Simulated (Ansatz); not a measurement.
TiHCl2F2: nudged elastic band

TiHCl2F2, multiplicity 2, computed with UKS PBE-D4/def2-SVP (Ansatz 0.2.0).

One setting was made poor on purpose. It belongs to a series of runs on one base structure; here: band between the two ends.

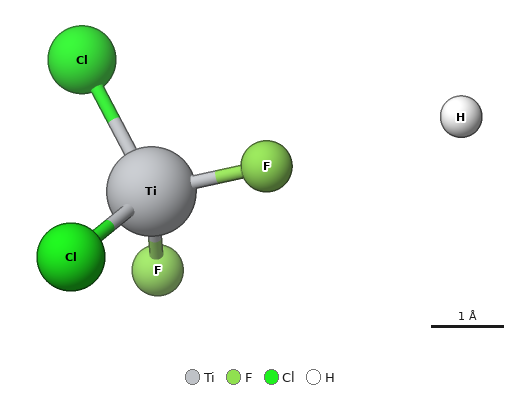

Fig. 1: The starting structure (ball-and-stick view, seen at a tilt). Sticks mark near contacts. Bond lengths as drawn: Cl–Ti 2.18 Å and F–Ti 1.74 Å.

## Input file
```yaml
crystal:
  periodic: [false, false, false]
  atoms:
    - { symbol: Ti, position_ang: [0.008612, 0.014825, -0.212371] }
    - { symbol: F, position_ang: [-0.015374, -0.026831, 1.52347] }
    - { symbol: Cl, position_ang: [2.076789, 0.01525, -0.911817] }
    - { symbol: Cl, position_ang: [-1.024294, 1.806311, -0.912464] }
    - { symbol: F, position_ang: [-0.804673, -1.395813, -0.81494] }
    - { symbol: H, position_ang: [0.01564, 0.026857, 4.520325] }
magnetization:
  spin_polarized: true
  initial_magnetization: 1
basis:
  gaussian: { orbitals: def2-SVP }
hamiltonian:
  xc: pbe
  dispersion: d4
neb:
  order_check: false
  images: 2
  f_tol: 0.05
  max_iterations: 60
  climbing: false
  final_atoms:
    - { symbol: Ti, position_ang: [0.1744156, 0.30216903, 0.0715907] }
    - { symbol: F, position_ang: [0.18278854, 0.31274076, 2.134388] }
    - { symbol: Cl, position_ang: [2.11383888, -0.12124322, -0.86423185] }
    - { symbol: Cl, position_ang: [-1.16192838, 1.76788217, -0.86783441] }
    - { symbol: F, position_ang: [-0.7154927, -1.23620101, 0.81688863] }
    - { symbol: H, position_ang: [-0.33692195, -0.58474873, 1.90140194] }
  initial_path:
    images:
      - { positions_ang: [[0.008612, 0.014825, -0.212371], [-0.015374, -0.026831, 1.52347], [2.076789, 0.01525, -0.911817], [-1.024294, 1.806311, -0.912464], [-0.804673, -1.395813, -0.81494], [0.01564, 0.026857, 4.520325]] }
      - { positions_ang: [[0.00292809, 0.00503977, -0.07080815], [-0.00529152, -0.00922965, 1.89447211], [2.18233883, 0.0053288, -0.82984915], [-1.08549028, 1.89161331, -0.83006905], [-0.84270006, -1.46059429, -0.67829982], [0.00491494, 0.00844106, 3.70675707]] }
      - { positions_ang: [[0.05819596, 0.10082111, 0.02384574], [0.06076266, 0.10396093, 2.09811144], [2.19468879, -0.04016894, -0.81398744], [-1.1313684, 1.8788037, -0.81519252], [-0.8129733, -1.40739029, -0.13435694], [-0.11260571, -0.19542751, 2.83378271]] }
      - { positions_ang: [[0.1744156, 0.30216903, 0.0715907], [0.18278854, 0.31274076, 2.134388], [2.11383888, -0.12124322, -0.86423185], [-1.16192838, 1.76788217, -0.86783441], [-0.7154927, -1.23620101, 0.81688863], [-0.33692195, -0.58474873, 1.90140194]] }
```

Machine: 4 threads of Arm Neoverse V2, 24 GiB of memory available, shared host.

Launch command:
```bash
ansatz run input.yaml --threads 4 --pin off --max-ram 5120MiB --backend cpu --events-out ev --progress --plain --runs-dir out
```

## Log
```
Engine: ansatz 0.2.0, aarch64-unknown-linux-gnu
Functional definition: PBE
  parameter kappa = 0.804
  parameter beta = 0.06672455060314922
  exchange = pbe_x(kappa = kappa, mu = beta*pi^2/3)
  correlation = pbe_c(beta = beta)
1124 factors; their error is unknown
mean field evaluation 1: about -53576.0603 eV, gradient 3.4e1 eV
mean field evaluation 2: about -53386.4195 eV, gradient 2.7e2 eV
mean field evaluation 4: about -53576.1025 eV, gradient 2.9e1 eV
mean field evaluation 8: about -53579.7325 eV, gradient 1.7e-1 eV
mean field evaluation 16: about -53579.6865 eV, gradient 6.6e-4 eV
mean field -53579.68649287 eV, -1969.0171609972 hartree, gradient 2.2e-5 eV, S^2 0.750001; 0 other end points of the search recorded, 0 dependent functions left out
the calculation of the forces begins
reference -53579.68659482 eV, -1969.0171647436 hartree; 38, 37 occupied and 62, 63 virtual orbitals, 1124 factors
1124 factors; their error is unknown
mean field evaluation 32: about -53580.0030 eV, gradient 6.0e-3 eV
mean field evaluation 64: about -53579.5944 eV, gradient 3.6e-3 eV
mean field -53580.00304265 eV, -1969.0287939871 hartree, gradient 2.1e-5 eV, S^2 0.754759; 7 other end points of the search recorded, 0 dependent functions left out
[... from here on the field's lines of each further geometry are left out, up to the last ...]
NEB iter   1: max|band force component| = 7.480e0 eV/Å  barrier→ = 0.9462 eV  barrier← = 1.2577 eV  Δτ_max = 0.1901 Å  (501 SCF iters)
NEB iter   2: max|band force component| = 1.771e0 eV/Å  barrier→ = 0.2486 eV  barrier← = 0.5601 eV  Δτ_max = 0.1805 Å  (140 SCF iters)
NEB iter   3: max|band force component| = 1.721e0 eV/Å  barrier→ = 0.1864 eV  barrier← = 0.4980 eV  Δτ_max = 0.1965 Å  (196 SCF iters)
NEB iter   4: max|band force component| = 4.973e-1 eV/Å  barrier→ = 0.1043 eV  barrier← = 0.4159 eV  Δτ_max = 0.1902 Å  (88 SCF iters)
NEB iter   5: max|band force component| = 1.499e-1 eV/Å  barrier→ = 0.0423 eV  barrier← = 0.3538 eV  Δτ_max = 0.1604 Å  (98 SCF iters)
NEB iter   6: max|band force component| = 1.554e-1 eV/Å  barrier→ = 0.0105 eV  barrier← = 0.3220 eV  Δτ_max = 0.0823 Å  (91 SCF iters)
NEB iter   7: max|band force component| = 6.788e-2 eV/Å  barrier→ = 0.0035 eV  barrier← = 0.3150 eV  Δτ_max = 0.1632 Å  (86 SCF iters)
NEB iter   8: max|band force component| = 2.414e-1 eV/Å  barrier→ = 0.0252 eV  barrier← = 0.3367 eV  Δτ_max = 0.0824 Å  (99 SCF iters)
NEB iter   9: max|band force component| = 7.970e-2 eV/Å  barrier→ = 0.0413 eV  barrier← = 0.3528 eV  Δτ_max = 0.1641 Å  (120 SCF iters)
NEB iter  10: max|band force component| = 1.409e-1 eV/Å  barrier→ = 0.1021 eV  barrier← = 0.4136 eV  Δτ_max = 0.0827 Å  (129 SCF iters)
the calculation of the forces begins
reference -53579.68943072 eV, -1969.0172689610 hartree; 38, 37 occupied and 62, 63 virtual orbitals, 1124 factors
1124 factors; their error is unknown
mean field evaluation 480: about -53579.5772 eV, gradient 1.0e-2 eV
mean field evaluation 512: about -53579.5733 eV, gradient 7.7e-1 eV
mean field -53579.57714268 eV, -1969.0131424518 hartree, gradient 5.8e-6 eV, S^2 0.753907; 7 other end points of the search recorded, 0 dependent functions left out
the calculation of the forces begins
reference -53579.57724229 eV, -1969.0131461124 hartree; 38, 37 occupied and 62, 63 virtual orbitals, 1124 factors
NEB iter  11: max|band force component| = 3.843e-2 eV/Å  barrier→ = 0.1216 eV  barrier← = 0.4331 eV  Δτ_max = 0.0000 Å  (277 SCF iters)
```

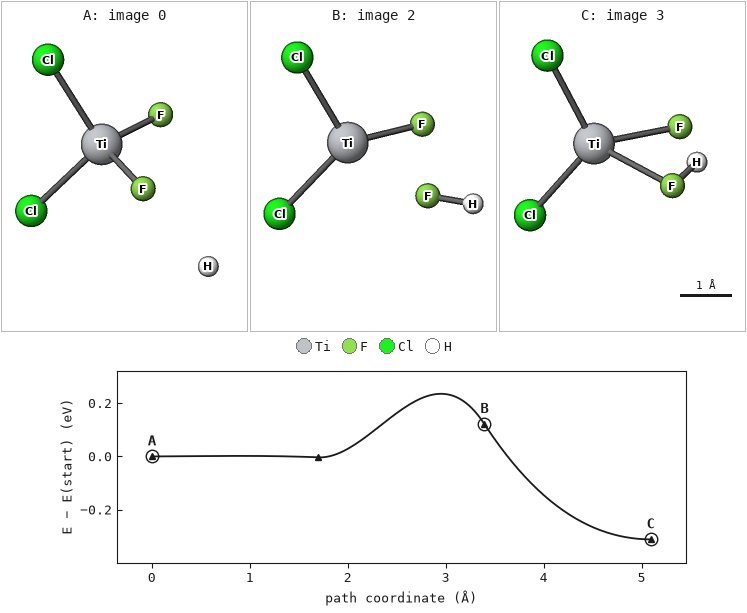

Fig. 2: Images of the last band (counted from 0; ball-and-stick, seen at a tilt) above the energy along the path; the line is a cubic interpolation that uses the forces. The highest image is number 2, 0.122 eV above the start and 0.433 eV above the end; the end lies 0.312 eV below the start. The path is 5.09 Å long. The band converged in 11 iterations.

```
Total energy: -53579.72127417 eV, -1969.0184391863 hartree
Atom 0 at     0.036993     0.183211    -0.241092 Å, force    -0.014755    -0.037787    -0.031807 eV/Å
Atom 1 at     0.124521     0.083860     2.385923 Å, force    -0.088907    -0.215080     0.295943 eV/Å
Atom 2 at     2.129366     0.043499    -0.926787 Å, force     0.059150     0.009547     0.102426 eV/Å
Atom 3 at    -1.093509     1.879208    -1.079924 Å, force    -0.023005     0.036268     0.071636 eV/Å
Atom 4 at    -0.845320    -1.327536    -0.108009 Å, force    -0.041155    -0.033668     0.143595 eV/Å
Atom 5 at    -0.095350    -0.421643     3.162091 Å, force     0.108672     0.240720    -0.581794 eV/Å
Dipole moment:    -0.092356    -0.189804     0.916133 e Å
this run last wrote the band of iteration 11 to [file]
```

## The last band as extended XYZ (Å, eV, eV/Å)
```
6
Properties=species:S:1:pos:R:3:forces:R:3 image=0 energy=-53579.84279
Ti    0.0086    0.0148   -0.2124    0.0063   0.0036   0.0012
F    -0.0154   -0.0268    1.5235   -0.0007   0.0001   0.0052
Cl    2.0768    0.0152   -0.9118    0.0029   0.0009  -0.0006
Cl   -1.0243    1.8063   -0.9125   -0.0022   0.0030  -0.0010
F    -0.8047   -1.3958   -0.8149   -0.0063  -0.0077  -0.0031
H     0.0156    0.0269    4.5203    0.0000   0.0001  -0.0017
6
Properties=species:S:1:pos:R:3:forces:R:3 image=1 energy=-53579.84622
Ti    0.1179    0.2272   -0.1123   -0.0038   0.0052  -0.0396
F     0.4110    0.7989    1.5006    0.0004  -0.0048   0.0292
Cl    2.0224   -0.0786   -1.1355    0.0027  -0.0035   0.0057
Cl   -1.0809    1.6957   -1.1957   -0.0029  -0.0008   0.0039
F    -0.7452   -1.2778   -0.0350    0.0013  -0.0005   0.0139
H    -0.4686   -0.9248    4.1701    0.0022   0.0043  -0.0131
6
Properties=species:S:1:pos:R:3:forces:R:3 image=2 energy=-53579.72117
Ti    0.0370    0.1832   -0.2411   -0.0148  -0.0378  -0.0318
F     0.1245    0.0839    2.3859   -0.0889  -0.2151   0.2959
Cl    2.1294    0.0435   -0.9268    0.0592   0.0095   0.1024
Cl   -1.0935    1.8792   -1.0799   -0.0230   0.0363   0.0716
F    -0.8453   -1.3275   -0.1080   -0.0412  -0.0337   0.1436
H    -0.0954   -0.4216    3.1621    0.1087   0.2407  -0.5818
6
Properties=species:S:1:pos:R:3:forces:R:3 image=3 energy=-53580.15431
Ti    0.1744    0.3022    0.0716    0.0024   0.0038  -0.0200
F     0.1828    0.3127    2.1344   -0.0014  -0.0003   0.0088
Cl    2.1138   -0.1212   -0.8642   -0.0012  -0.0010   0.0019
Cl   -1.1619    1.7679   -0.8678    0.0002  -0.0010   0.0031
F    -0.7155   -1.2362    0.8169    0.0039   0.0044   0.0070
H    -0.3369   -0.5847    1.9014   -0.0039  -0.0058  -0.0009
```

## Key numbers

```csv
quantity,value
outcome,converged
"barrier, forward",0.122 eV
"barrier, backward",0.433 eV
wall time,75 s (CPU time 4.8 min)
peak memory,0.27 GiB
```

## Remarks

A deliberately poor setting: few images. The order of the saddle point was not checked.
